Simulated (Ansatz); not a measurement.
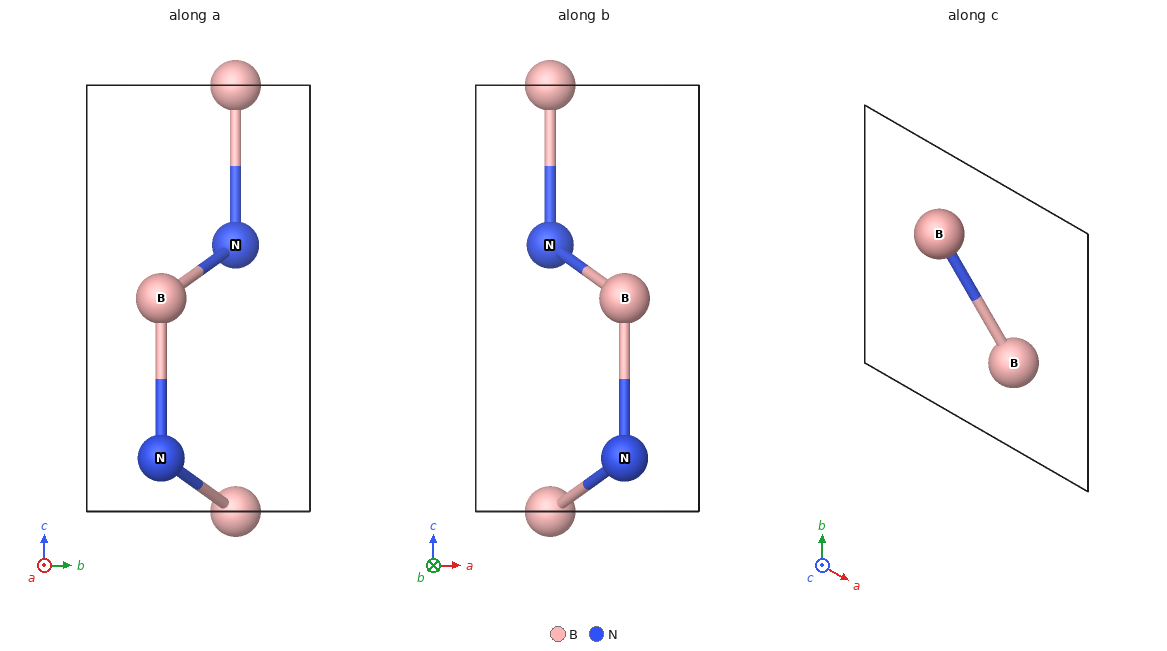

Ball-and-stick drawing of the structure, looking along the a axis, along the b axis and along the c axis. The box is the conventional unit cell; atoms on or close to its faces, edges and corners are drawn wherever they repeat.

Lattice parameters: a = 2.544 Å, b = 2.544 Å, c = 4.208 Å, α = 90.00°, β = 90.00°, γ = 120.00°. Put a along x and b in the xy plane.

**Write down what is shown as a POSCAR file.**

```
B N
1.0
     2.544    0.000    0.000
    -1.272    2.203    0.000
     0.000    0.000    4.208
B N
2 2
Direct
  0.3333 0.6667 0.9998
  0.6667 0.3333 0.4998
  0.3333 0.6667 0.6252
  0.6667 0.3333 0.1252
```

The starting point was a structure type filled with these elements by a generator (whether the compound takes this form wasn't checked). Earlier steps of the study may have refined or changed the cell and positions. It was set up as input for a calculation with Ansatz.
